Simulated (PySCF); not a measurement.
Vertical excitations of a molecule C2H7NSi2 from TDDFT-PBE/def2-SVPD (PySCF), as energy in eV (oscillator strength): 4.92 (0.060), 4.99 (0.000), 5.30 (0.000), 5.60 (0.001), 5.77 (0.001), 6.10 (0.014), 6.41 (0.050), 6.53 (0.009), 6.60 (0.000), 6.67 (0.359). Lowest triplet (TDA): 4.40 eV. The structure is a stationary point at ωB97X-D3(BJ)/def2-SVP. The values are those of a single conformer.

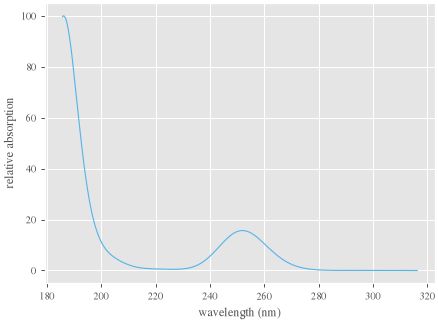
Figure. The lines broadened by 0.4 eV.

Problem. Which molecule gave these data?
(A) N[SiH2]C#C[SiH3]
(B) CC1=N[SiH2][SiH2]1
(C) N#CC([SiH3])[SiH3]
(D) C#C[SiH2]N[SiH3]

Solution. A, N[SiH2]C#C[SiH3]
